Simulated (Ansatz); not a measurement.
# CH4Ga (SMILES [CH3][GaH]) at UB3LYP/6-31G(d) (spherical functions)

Aim: the electronic atomisation energy of CH4Ga at UB3LYP/6-31G* (spherical functions), from 4 runs. 

Program for the calculation: Ansatz 0.2.0.

35 further runs of the same task are left out: 35 set aside as unsound or not needed. Runs told in other sessions of the task aren't counted.

**1. The molecule**

CH4Ga has 6 atoms, charge 0, and is taken as a doublet. SMILES: `[CH3][GaH]`. Geometry: relaxed at PBE0-D4/def2-TZVP.

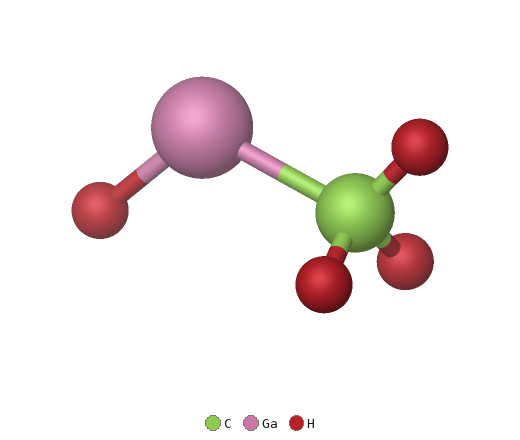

The structure, seen from a chosen angle (carbon green, gallium pink, hydrogen red).

**2. The energy at UB3LYP/6-31G(d) (spherical functions)**

in.yaml

```yaml
basis:
  gaussian: {orbitals: 6-31G_st_-spherical.json}
crystal:
  periodic: [false, false, false]
  atoms:
    - symbol: C
      position_ang: [-0.029300, -0.418300, -0.518000]
    - symbol: Ga
      position_ang: [0.685700, 0.372600, 1.162100]
    - symbol: H
      position_ang: [0.574700, -1.243100, -0.892900]
    - symbol: H
      position_ang: [-1.046400, -0.775600, -0.328700]
    - symbol: H
      position_ang: [-0.085700, 0.364700, -1.280300]
    - symbol: H
      position_ang: [-0.056900, 1.635600, 1.811600]
total_charge: 0
magnetization: {spin_polarized: true, initial_magnetization: 1}
hamiltonian: {xc: {name: B3LYP}}
accuracy: high
output: {orbitals: {seedname: orbitals}}
```

The basis set 6-31G* is read from a file made from the Basis Set Exchange's data (not shown).

On the command line:

```console
$ ansatz run in.yaml --threads 1 --pin off --max-ram 2610MiB --events-out events.jsonl --progress --plain --runs-dir runs
```

The log of the run:

```text
Warning: RAYON_NUM_THREADS=1 ignored (pool sized by the plan → 1); use --threads N
Functional definition: B3LYP
  name "B3LYP"
  parameter a0 = 0.2
  parameter ax = 0.72
  parameter ac = 0.81
  exchange = (1 - a0 - ax)*slater_x + ax*b88_x + a0*exact_x
  correlation = (1 - ac)*vwn_rpa_c + ac*lyp_c
1154 factors; integrals over basis functions are off by at most 4.3e-9 eV
mean field evaluation 1: about -53467.1788 eV, gradient 3.4e1 eV
mean field evaluation 2: about -53460.6951 eV, gradient 4.6e1 eV
mean field evaluation 4: about -53472.6525 eV, gradient 7.8e-1 eV
mean field evaluation 8: about -53472.7314 eV, gradient 9.7e-2 eV
mean field evaluation 16: about -53472.7315 eV, gradient 4.5e-5 eV
mean field -53472.73145931 eV, -1965.0866360106 hartree, gradient 6.2e-9 eV, S^2 0.751699; 0 other end points of the search recorded, 0 dependent functions left out
reference -53472.73149513 eV, -1965.0866373270 hartree; 21, 20 occupied and 33, 34 virtual orbitals, 1154 factors
Total energy: -53472.73149513 eV, -1965.0866373270 hartree
```

Wall time 6 s (1 thread of Arm Neoverse V2, shared host); peak memory 0.22 GiB.

**3. The C atom**

in.yaml

```yaml
crystal:
  periodic: [false, false, false]
  atoms:
    - symbol: C
      position_ang: [0.000000, 0.000000, 0.000000]
basis:
  gaussian: {orbitals: 6-31G_st_-spherical.json}
magnetization: {spin_polarized: true, initial_magnetization: 2}
accuracy: high
hamiltonian: {xc: {name: B3LYP}}
```

The basis set 6-31G* is read from a file made from the Basis Set Exchange's data (not shown).

Run the same way, it converges to -37.84469 Eh (log not shown).

**4. The Ga atom**

run.yaml

```yaml
crystal:
  periodic: [false, false, false]
  atoms:
    - symbol: Ga
      position_ang: [0.000000, 0.000000, 0.000000]
basis:
  gaussian: {orbitals: 6-31G_st_-spherical.json}
magnetization: {spin_polarized: true, initial_magnetization: 1}
hamiltonian: {xc: {name: B3LYP}}
accuracy: high
```

The basis set 6-31G* is read from a file made from the Basis Set Exchange's data (not shown).

On the command line:

```console
$ ansatz run run.yaml --threads 1 --pin off --max-ram 2610MiB --events-out events.jsonl --progress --plain --runs-dir runs
```

The log of the run:

```text
Warning: RAYON_NUM_THREADS=1 ignored (pool sized by the plan → 1); use --threads N
Functional definition: B3LYP
  name "B3LYP"
  parameter a0 = 0.2
  parameter ax = 0.72
  parameter ac = 0.81
  exchange = (1 - a0 - ax)*slater_x + ax*b88_x + a0*exact_x
  correlation = (1 - ac)*vwn_rpa_c + ac*lyp_c
306 factors; integrals over basis functions are off by at most 3.0e-9 eV
mean field evaluation 1: about -52370.5861 eV, gradient 7.8e0 eV
mean field evaluation 2: about -52370.5614 eV, gradient 9.2e0 eV
mean field evaluation 4: about -52370.6926 eV, gradient 4.1e-1 eV
mean field evaluation 8: about -52370.6913 eV, gradient 5.8e-3 eV
mean field evaluation 16: about -52370.6913 eV, gradient 2.1e-8 eV
mean field evaluation 32: about -52370.6913 eV, gradient 1.7e-4 eV
mean field -52370.69127875 eV, -1924.5874063644 hartree, gradient 5.7e-8 eV, S^2 0.751724; 3 other end points of the search recorded, 0 dependent functions left out
reference -52370.69130121 eV, -1924.5874071898 hartree; 16, 15 occupied and 16, 17 virtual orbitals, 306 factors
Total energy: -52370.69130121 eV, -1924.5874071898 hartree
```

It took 3.6 s on 1 thread of Arm Neoverse V2, shared host; peak memory 0.099 GiB.

**5. The H atom**

job.yaml

```yaml
crystal:
  periodic: [false, false, false]
  atoms:
    - {symbol: H, position_ang: [0.000000, 0.000000, 0.000000]}
basis:
  gaussian:
    orbitals: "6-31G*"
magnetization:
  spin_polarized: true
  initial_magnetization: 1
hamiltonian:
  xc: {name: B3LYP}
accuracy: high
```

On the command line:

```console
$ ansatz run job.yaml --threads 1 --pin off --max-ram 2610MiB --events-out events.jsonl --progress --plain --runs-dir runs
```

The log of the run:

```text
Warning: RAYON_NUM_THREADS=1 ignored (pool sized by the plan → 1); use --threads N
Functional definition: B3LYP
  name "B3LYP"
  parameter a0 = 0.2
  parameter ax = 0.72
  parameter ac = 0.81
  exchange = (1 - a0 - ax)*slater_x + ax*b88_x + a0*exact_x
  correlation = (1 - ac)*vwn_rpa_c + ac*lyp_c
3 factors; integrals over basis functions are off by at most 5.4e-10 eV
mean field evaluation 1: about -13.6135 eV, gradient 2.1e-1 eV
mean field evaluation 2: about -13.6127 eV, gradient 2.0e-1 eV
mean field evaluation 4: about -13.6131 eV, gradient 4.2e-7 eV
mean field evaluation 8: about -13.6131 eV, gradient 8.0e-10 eV
mean field -13.61309805 eV, -0.5002721262 hartree, gradient 8.6e-9 eV, S^2 0.750000; 0 other end points of the search recorded, 0 dependent functions left out
reference -13.61311596 eV, -0.5002727842 hartree; 1, 0 occupied and 1, 2 virtual orbitals, 3 factors
Total energy: -13.61311596 eV, -0.5002727842 hartree
```

It took 0.1 s on 1 thread of Arm Neoverse V2, shared host.

**6. Outcome**

Level: UB3LYP/6-31G* (spherical functions).

| quantity | value |
| --- | --- |
| molecule: total energy | -1965.08664 Eh |
| molecule: HOMO energy (highest over α and β) | -4.92 eV |
| molecule: LUMO energy (lowest over α and β) | -2.42 eV |
| molecule: ⟨S²⟩ | 0.752 |
| C atom: total energy | -37.84469 Eh |
| C atom: ⟨S²⟩ | 2.002 |
| Ga atom: total energy | -1924.58741 Eh |
| Ga atom: ⟨S²⟩ | 0.752 |
| H atom: total energy | -0.50027 Eh |
| H atom: ⟨S²⟩ | 0.750 |
| electronic atomisation energy | 17.781 eV |

What this shows: Taking the molecule apart into free atoms costs 17.78 eV (410 kcal/mol), before zero-point energy and without spin-orbit coupling.
